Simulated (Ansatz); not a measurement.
# Tc of LuH2 (Fm-3m) from its phonons

What Tc do the phonons of LuH2 (Fm-3m) give, and how does it depend on μ*? The cell shown first is a relaxed one, from steps not shown here.

Main program and level: Ansatz 0.2.0; DFT PBEsol, scalar-relativistic, plane waves, PseudoDojo norm-conserving pseudopotentials, in the first sound run; inputs show where later runs differ.

## Step 1: The cell after earlier relaxation steps

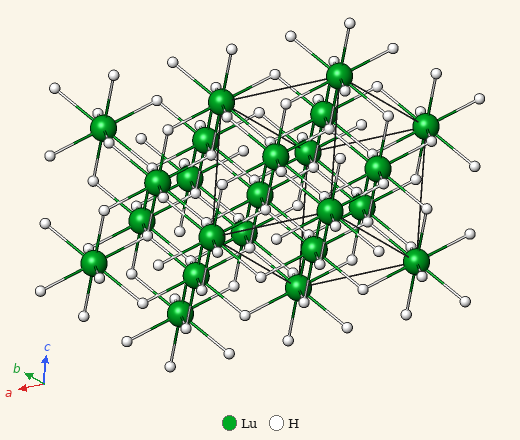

The starting structure, seen from a free direction (lutetium green, hydrogen white). 2×1×1 cells are drawn. This picture shows the conventional cell, with its axes. Some periodic images of atoms are drawn too.

Coordinates:

```cif
data_structure
_symmetry_space_group_name_H-M 'P 1'
_symmetry_Int_Tables_number 1
_cell_length_a 3.5031
_cell_length_b 3.5031
_cell_length_c 3.5031
_cell_angle_alpha 60.000
_cell_angle_beta 60.000
_cell_angle_gamma 60.000
_cell_volume 30.40
loop_
_atom_site_label
_atom_site_type_symbol
_atom_site_fract_x
_atom_site_fract_y
_atom_site_fract_z
_atom_site_occupancy
Lu1 Lu 0.00000 0.00000 0.00000 1
H2 H 0.25000 0.25000 0.25000 1
H3 H 0.75000 0.75000 0.75000 1
```

## Step 2: Electron–phonon run: PseudoDojo files

The run that gives the couplings also evaluates McMillan's and Allen and Dynes's formulas and, where asked, the Eliashberg equations, over a range of μ*.

input.yaml

```yaml
crystal:
  lattice:
    - [0.0, 2.4770869054, 2.4770869054]
    - [2.4770869054, 0.0, 2.4770869054]
    - [2.4770869054, 2.4770869054, 0.0]
  atoms:
    - { symbol: Lu, position: [0.0, 0.0, 0.0] }
    - { symbol: H, position: [0.25, 0.25, 0.25] }
    - { symbol: H, position: [0.75, 0.75, 0.75] }
kpoints:
  mp_grid: { grid: [8, 8, 8] }
hamiltonian:
  xc: pbesol
  pseudopotentials: { kind: nc, accuracy: standard }
scf:
  occupations: { method: methfessel_paxton, width: 0.2 }
output:
  eigenvalues: true
phonons:
  method: dfpt
  qmesh: [2, 2, 2]
  temperatures: { t_max: 1000, t_step: 50 }
  qpath:
    path:
      - [[0.0, 0.0, 0.0], [0.5, 0.0, 0.5], [0.625, 0.25, 0.625]]
      - [[0.375, 0.375, 0.75], [0.0, 0.0, 0.0], [0.5, 0.5, 0.5], [0.5, 0.25, 0.75], [0.5, 0.0, 0.5]]
    npoints: 10
  electrical_resistivity:
    mesh: [12, 12, 12]
    temperatures: [20.0, 50.0, 80.0, 100.0, 150.0, 200.0, 273.0, 300.0, 400.0, 500.0, 600.0, 800.0]
  superconductivity: { mesh: [12, 12, 12], eliashberg_equations: false }
```

Command:

```console
> ansatz run input.yaml --threads 8 --pin off --max-ram 16384MiB --backend cpu --events-out ev --progress --plain --runs-dir out
```

Numbers of over 12 decimals in the logs are rounded to 6 here.

The program printed:

```text
Engine: ansatz 0.2.0, aarch64-unknown-linux-gnu
Pseudopotentials: kind: nc
Pseudopotential: Lu, nc, valence charge 25, recommended cutoff 1360.569312 eV (normal), Lu.nc.azcp (PseudoDojo's, or run here from an input of PseudoDojo's; its table is named by hamiltonian.pseudopotentials.accuracy)
Pseudopotential: H, nc, valence charge 1, recommended cutoff 979.609905 eV (normal), H.nc.azcp (PseudoDojo's, or run here from an input of PseudoDojo's; its table is named by hamiltonian.pseudopotentials.accuracy)
Functional definition: PBEsol
  exchange = pbesol_x
  correlation = pbesol_c
Crystal: 3 atoms, lattice volume = 30.399 Å³
Basis set: ecut = 1360.569312 eV, 3479 PW (Γ), exchange–correlation on 90×90×90 points (8 copies of the dense FFT grid, shifted against one another)
Bands: 18, of which v1, the nominal top of the filled ones, is band 14 counted from 1 (13 counted from 0)
Symmetry: 48 space group operations
k-points: 29 of 512
Non-local potential: Lu, projectors of the file, l = 0: 2, l = 1: 2, l = 2: 2, l = 3: 2
Non-local potential: H, projectors of the file, l = 0: 2, l = 1: 1
Initial density: superposition of atomic densities (chi_scale 0.1, normalization cell, long waves kept (reshape's long-wave potential 0.00 eV rms))
Initial wavefunctions: pseudopotential atomic-orbital guess
Functional: x = pbesol(κ = 0.804, μ = 0.123457), c = pbesol(β = 0.046)
SCF iter   1: F=—  HF=-6740.716747 eV  |F-HF|=—  |Δ(HF+E_count)|=         —  Δρ=8.90e-2  dr2=2.06e0  ethr=3.10e-3  ⟨swp⟩=4.7  Hψ=2133  notcnv=0
preconditioner: auto → Kerker (q_TF=auto, 2.675 Å⁻¹)  [metal: Δε(μ)=0.067 eV  Ē_g=13.388 eV  σ=0.200 eV  W_gap=0.27  n_scr=14 (ndim 8)  ℏωp=33.7 eV  f_vac=0.000  D(μ)=1.11/eV (n_scr^D=14)]
SCF iter   2: F=—  HF=-6740.166985 eV  |F-HF|=—  |Δ(HF+E_count)|=   5.50e-1  S|Δr|=    0.00e0  Δρ=4.16e-2  dr2=5.57e-1  ethr=3.10e-3  ⟨swp⟩=4.0  Hψ=1346  notcnv=0  defer=10
preconditioner: auto → none  [insulator: Δε(μ)=0.218 eV  Ē_g=13.991 eV  σ=0.200 eV  W_gap=0.55  n_scr=14 (ndim 8)  ℏωp=33.7 eV  f_vac=0.000  D(μ)=1.12/eV (n_scr^D=14)  ε∞_Penn≈6.8]
SCF iter   3: F=—  HF=-6739.962332 eV  |F-HF|=—  |Δ(HF+E_count)|=   2.05e-1  S|Δr|=    0.00e0  Δρ=1.49e-2  dr2=3.56e-2  ethr=2.06e-3  ⟨swp⟩=2.3  Hψ=939  notcnv=0  defer=10
SCF iter   4: F=—  HF=-6739.948659 eV  |F-HF|=—  |Δ(HF+E_count)|=   1.37e-2  S|Δr|=    0.00e0  Δρ=2.87e-3  dr2=6.34e-4  ethr=1.32e-4  ⟨swp⟩=2.1  Hψ=1133  notcnv=0  defer=9
SCF iter   5: F=—  HF=-6739.948718 eV  |F-HF|=—  |Δ(HF+E_count)|=   5.87e-5  S|Δr|=    0.00e0  Δρ=3.46e-4  dr2=1.79e-5  ethr=2.35e-6  ⟨swp⟩=1.7  Hψ=565  notcnv=0  defer=9
SCF iter   6: F=—  HF=-6739.948688 eV  |F-HF|=—  |Δ(HF+E_count)|=   2.93e-5  S|Δr|=    0.00e0  Δρ=3.63e-5  dr2=3.61e-7  ethr=6.64e-8  ⟨swp⟩=2.2  Hψ=872  notcnv=0  defer=9
SCF iter   7: F=—  HF=-6739.948881 eV  |F-HF|=—  |Δ(HF+E_count)|=   1.93e-4  S|Δr|=    0.00e0  Δρ=3.02e-6  dr2=2.22e-9  ethr=1.34e-9  ⟨swp⟩=2.0  Hψ=899  notcnv=0  defer=9
SCF iter   8: F=—  HF=-6739.948881 eV  |F-HF|=—  |Δ(HF+E_count)|=  7.93e-10  S|Δr|=    0.00e0  Δρ=4.05e-7  dr2=1.47e-11  ethr=8.23e-12  ⟨swp⟩=2.2  Hψ=871  notcnv=0  defer=9
SCF iter   9: F=-6739.948881 eV  HF=-6739.948881 eV  |F-HF|=2.73e-12  |Δ(HF+E_count)|=  3.64e-12  S|Δr|=    0.00e0  Δρ=5.60e-8  dr2=3.99e-13  ethr=1.00e-12  ⟨swp⟩=10.1  Hψ=3295  notcnv=0
SCF 1 converged in 9 iterations: F = -6739.948881 eV  dr2 = 3.99e-13
phonons: the bands overlap, so this run is a metal and interpolates without the dipole-dipole term. If the crystal is really an insulator or semiconductor, its LO-TO splitting is missing
NSCF: frozen V_eff on 29 k-points
WARN: eigensolver did not converge in 3 slots of this pass, the one above among them; of largest residual over every band (k=27): 1 band(s) unlocked (lowest unlocked band 17, counted from 0; max residual 4.53e-5 eV among the unlocked bands, 4.53e-5 eV over every band); of lowest unlocked band (k=8): band 17
NSCF: frozen V_eff on 59 k-points
DFPT response loops at q = (0, 0, 0) (fractional): preconditioner auto → Kerker (q_TF=auto, 2.675 Å⁻¹) (partly filled bands, converged f_vac=0.000); β = 1.00, the filter's whole step (`scf.mixing.beta` (0.50) is not read by the response loops under this deck's `scf.mixing.preconditioner`; to damp them name `kerker` or `kerker_dos`, under which they read `scf.mixing.beta`, and type it under 1.00, their step now; both keys bind the ground state too); Broyden in place of MSR1
NSCF: frozen V_eff on 300 k-points
DFPT response loops at q = (0, 0, -0.5) (fractional): mixed as the last ones told, above
NSCF: frozen V_eff on 190 k-points
DFPT response loops at q = (0, -0.5, -0.5) (fractional): mixed as the last ones told, above
SCF iter   1: F=—  HF=-6740.716747 eV  |F-HF|=—  |Δ(HF+E_count)|=         —  Δρ=8.90e-2  dr2=2.06e0  ethr=3.10e-3  ⟨swp⟩=4.7  Hψ=2133  notcnv=0
SCF iter   2: F=—  HF=-6740.166985 eV  |F-HF|=—  |Δ(HF+E_count)|=   5.50e-1  S|Δr|=    0.00e0  Δρ=4.16e-2  dr2=5.57e-1  ethr=3.10e-3  ⟨swp⟩=4.0  Hψ=1346  notcnv=0  defer=10
SCF iter   3: F=—  HF=-6739.962332 eV  |F-HF|=—  |Δ(HF+E_count)|=   2.05e-1  S|Δr|=    0.00e0  Δρ=1.49e-2  dr2=3.56e-2  ethr=2.06e-3  ⟨swp⟩=2.3  Hψ=939  notcnv=0  defer=10
SCF iter   4: F=—  HF=-6739.948659 eV  |F-HF|=—  |Δ(HF+E_count)|=   1.37e-2  S|Δr|=    0.00e0  Δρ=2.87e-3  dr2=6.34e-4  ethr=1.32e-4  ⟨swp⟩=2.1  Hψ=1133  notcnv=0  defer=9
SCF iter   5: F=—  HF=-6739.948718 eV  |F-HF|=—  |Δ(HF+E_count)|=   5.87e-5  S|Δr|=    0.00e0  Δρ=3.46e-4  dr2=1.79e-5  ethr=2.35e-6  ⟨swp⟩=1.7  Hψ=565  notcnv=0  defer=9
SCF iter   6: F=—  HF=-6739.948688 eV  |F-HF|=—  |Δ(HF+E_count)|=   2.93e-5  S|Δr|=    0.00e0  Δρ=3.63e-5  dr2=3.61e-7  ethr=6.64e-8  ⟨swp⟩=2.2  Hψ=872  notcnv=0  defer=9
SCF iter   7: F=—  HF=-6739.948881 eV  |F-HF|=—  |Δ(HF+E_count)|=   1.93e-4  S|Δr|=    0.00e0  Δρ=3.02e-6  dr2=2.22e-9  ethr=1.34e-9  ⟨swp⟩=2.0  Hψ=899  notcnv=0  defer=9
SCF iter   8: F=—  HF=-6739.948881 eV  |F-HF|=—  |Δ(HF+E_count)|=  7.93e-10  S|Δr|=    0.00e0  Δρ=4.05e-7  dr2=1.47e-11  ethr=8.23e-12  ⟨swp⟩=2.2  Hψ=871  notcnv=0  defer=9
SCF iter   9: F=-6739.948881 eV  HF=-6739.948881 eV  |F-HF|=9.09e-13  |Δ(HF+E_count)|=  3.64e-12  S|Δr|=    0.00e0  Δρ=5.49e-8  dr2=3.88e-13  ethr=1.00e-12  ⟨swp⟩=3.4  Hψ=1459  notcnv=0
SCF 2 converged in 9 iterations: F = -6739.948881 eV  dr2 = 3.88e-13
NSCF: frozen V_eff on 72 k-points
SCF converged after 9 iterations
Stability not checked: this state was not tested for a lower state beside it, because cold or Methfessel-Paxton smearing, or corrected tetrahedra, fill the levels in a way that the test cannot read (fill_not_monotonic; see scf.lower_state_search)
Free energy (F): -6739.948881 eV
[...]
sum rule: each row above includes the acoustic sum rule's correction from the zone centre's row sums; it moved no ω² by more than (2.17 cm⁻¹)²
  mesh force constants: q→R imaginary residual 1.39e-17; ASR residual 1.384e-4 → 0.000e0 eV/Å²; symmetrization residual 8.882e-15 eV/Å²
  interpolated dispersion: 62 rows × 9 modes
  density of states and harmonic sums: on the 22×22×22 q-mesh, interpolated from the force constants of a 2×2×2 supercell (no non-analytic term)
  largest difference from the sums on the solved wave vectors: F 7.26e-2 eV, S 1.05e-4 and C_V 3.22e-5 eV/K
  zero-point energy: 0.424595 eV/cell   skipped modes (ω ≤ 0): 3   left out of the sums: 3.13e-5 of the cell's modes: C_V's classical limit lies that fraction below 3 k_B per atom; for a crystal, a wire or a layer, F and S can be off by more, and a phonons.interpolated_qmesh denser along its periods is the remedy for the sampling
--- Electrical resistivity: potentials and phonons of a 2×2×2 supercell ---
  scattering by harmonic phonons alone, with no dipole-dipole term; scattering by other electrons, impurities, surfaces and spin disorder is left out, and so is spin–orbit coupling
  the resistivity is that of a variational response, whose dependence on the energy is improved iteratively
  at the Fermi level of each mesh (of a tensor a third of its trace):
           mesh   spin    states/(eV spin)  plasma energy (eV)         λ      λ_tr    ħω_log (meV)
       12×12×12                     0.2889              5.1167    0.2578    0.3337          25.055
          6×6×6                     0.2828              5.0627    0.2517    0.3230          25.436
          3×3×3                     0.2828              4.8133    0.2106    0.3155          28.627
  resistivity on the deck's mesh, µΩ·cm:
     T (K)       trace/3  mesh converged            xx            yy            zz    lowest order   relaxation time
     20.00     6.8412e-3             yes     6.8412e-3     6.8412e-3     6.8412e-3       1.7352e-2         8.5803e-3
     50.00     5.8576e-1             yes     5.8576e-1     5.8576e-1     5.8576e-1       8.2759e-1         5.4000e-1
     80.00      1.9362e0             yes      1.9362e0      1.9362e0      1.9362e0        2.1765e0          1.6157e0
    100.00      2.8619e0             yes      2.8619e0      2.8619e0      2.8619e0        3.0799e0          2.3450e0
    150.00      5.0131e0             yes      5.0131e0      5.0131e0      5.0131e0        5.2492e0          4.0624e0
    200.00      7.0645e0             yes      7.0645e0      7.0645e0      7.0645e0        7.3741e0          5.7160e0
    273.00      1.0143e1             yes      1.0143e1      1.0143e1      1.0143e1        1.0615e1          8.2185e0
    300.00      1.1337e1             yes      1.1337e1      1.1337e1      1.1337e1        1.1881e1          9.1960e0
    400.00      1.6023e1             yes      1.6023e1      1.6023e1      1.6023e1        1.6850e1          1.3058e1
    500.00      2.0988e1             yes      2.0988e1      2.0988e1      2.0988e1        2.2097e1          1.7181e1
    600.00      2.6074e1             yes      2.6074e1      2.6074e1      2.6074e1        2.7454e1          2.1421e1
    800.00      3.6301e1             yes      3.6301e1      3.6301e1      3.6301e1        3.8214e1          2.9962e1
  mean free path at 20 K (of a tensor a third of its trace): 22647 nm by what each carries, 20081 by the Fermi surface alone
  mean free path at 50 K (of a tensor a third of its trace): 291 nm by what each carries, 235 by the Fermi surface alone
  mean free path at 80 K (of a tensor a third of its trace): 77.8 nm by what each carries, 71.0 by the Fermi surface alone
  mean free path at 100 K (of a tensor a third of its trace): 50.3 nm by what each carries, 48.0 by the Fermi surface alone
  mean free path at 150 K (of a tensor a third of its trace): 27.8 nm by what each carries, 27.4 by the Fermi surface alone
  mean free path at 200 K (of a tensor a third of its trace): 19.7 nm by what each carries, 19.4 by the Fermi surface alone
  mean free path at 273 K (of a tensor a third of its trace): 13.7 nm by what each carries, 13.5 by the Fermi surface alone
  mean free path at 300 K (of a tensor a third of its trace): 12.3 nm by what each carries, 12.1 by the Fermi surface alone
  mean free path at 400 K (of a tensor a third of its trace): 8.72 nm by what each carries, 8.57 by the Fermi surface alone
  mean free path at 500 K (of a tensor a third of its trace): 6.67 nm by what each carries, 6.55 by the Fermi surface alone
  mean free path at 600 K (of a tensor a third of its trace): 5.37 nm by what each carries, 5.27 by the Fermi surface alone
  mean free path at 800 K (of a tensor a third of its trace): 3.86 nm by what each carries, 3.78 by the Fermi surface alone
  the resistivity times a path that all electrons share, by the Fermi surface of the deck's mesh alone (a third of the trace): 1.374e-15 Ω·m²
  not converged in the mesh (λ; λ_tr): between neighbouring meshes, the two finest first, λ moves by 2.37 % and 16.32 %, λ_tr by 3.23 % and 2.32 % and the resistivity by up to 1.66 % and 13.85 %; an estimate, no bound, puts it up to 2.4e-7 % above the Boltzmann equation's exact value after up to 5 iterations (at most 30 are made, fewer where the estimate is under 1.0e-6 % of each spin channel's own resistivity)
  vibrations of 8 cells: unjudged by the run; compare a larger repeat
  the changes of the potential over all sites missed a rigid shift's by 0.00 % (the site terms' by 0.00 %)
  between the force constants' wavevectors the phonons are obtained by Fourier interpolation alone: along a vector of fewer than three repeats the shortest translation of the supercell is 7.006 Å, and under 7.500 Å the phonon self-energy is left out by default: enlarge phonons.supercell (under dfpt, phonons.qmesh)
--- Superconductivity: potentials and phonons of a 2×2×2 supercell ---
  pairing by harmonic phonons, in the closed forms alone; spin fluctuations are left out, and so is spin–orbit coupling
           mesh         λ    ħω_log (meV)  μ* declared at (meV)
       12×12×12    0.2578          25.055               70.397
          6×6×6    0.2517          25.436               71.227
          3×3×3    0.2106          28.627               77.712
  λ by the species' shares of the modes' patterns: Lu 0.1911, H 0.0667
  transition temperature on the deck's mesh (K), isotropic and anisotropic, restricted to the Fermi surface (FSR) and over the full bandwidth (FBW), and the last with the density of states resolved in a narrower window:
        μ*   McMillan   Allen–Dynes      iso. FSR      iso. FBW    aniso. FSR    aniso. FBW  narrow window
      0.08      0.087         0.088             -             -             -             -              -
      0.10      0.024         0.024             -             -             -             -              -
      0.12      0.004         0.004             -             -             -             -              -
      0.13      0.001         0.001             -             -             -             -              -
      0.14      0.000         0.000             -             -             -             -              -
      0.16      0.000         0.000             -             -             -             -              -
      0.20      0.000         0.000             -             -             -             -              -
  not judged without the Eliashberg equations: between neighbouring meshes, the two finest first, λ moves by 2.37 % and 16.32 %
  vibrations of 8 cells: unjudged by the run; compare a larger repeat
  the changes of the potential over all sites missed a rigid shift's by 0.00 % (the site terms' by 0.00 %)
  between the force constants' wavevectors the phonons are obtained by Fourier interpolation alone: along a vector of fewer than three repeats the shortest translation of the supercell is 7.006 Å, and under 7.500 Å the phonon self-energy is left out by default: enlarge phonons.supercell (under dfpt, phonons.qmesh)
[key lines of the parts left out:]
Fermi energy:    14.765854 eV
```

The job ended after 75 s (8 threads of Arm Neoverse N1, shared host; peak memory 1.4 GiB; 9.3 min of CPU time).

In the SCF lines HF is the Harris–Foulkes energy and dr2 the Hartree energy of the density residual, in eV; the loop may stop once dr2 is under the threshold and the program's other checks hold. Hψ counts applications of the Hamiltonian.

Numbers from this step:

```yaml
volume_per_atom: 10.13 Å³
metallic_on_mesh: yes
gap_on_the_k_mesh: 0 eV
zero_point_energy: 0.4246 eV/cell
share_of_imaginary_modes_in_the_plain_interpolation_between_solved_wavevectors: 0
highest_frequency_solved_or_plainly_interpolated: 1183 cm⁻¹
debye_temperature_second_moment: 1656 K
resistivity_at_300_k: 11.34 μΩ cm
coupling_constant_lambda: 0.2578
density_of_states_at_the_fermi_level: 0.2889 states/eV a spin and cell
log_mean_phonon_energy_omega_log: 25.05 meV
transport_coupling_constant_lambda_tr: 0.3337, 0.3337, 0.3337 (xx, yy, zz)
drude_plasma_energy: 5.117, 5.117, 5.117 eV (xx, yy, zz)
resistivity_times_mean_free_path: 13.74, 13.74, 13.74 × 10⁻¹⁶ Ω m² (xx, yy, zz)
second_moment_phonon_energy_omega: 70.40 meV
```

An empty cell: under 1 mK by a formula, or no transition down to the floor of the Eliashberg search. Transition temperatures:

```tsv
μ*	McMillan Tc (K)	Allen–Dynes Tc (K)
0.08	0.0875	0.0883
0.1	0.0239	0.0241
0.12	0.00394	0.00397
0.13	0.00119	0.0012
0.14	-	-
0.16	-	-
0.2	-	-
```

[end of part 1 of 2]

[Logs are printed without paths, hosts, clocks, repeated set-up lines and the standing remarks that a program may print on its own settings, such as how far it seeks lower states.]

[Hosts, paths, dates, database ids (printed as entryN), source tags and the programs' standing remarks are cut or masked in the printed files.]
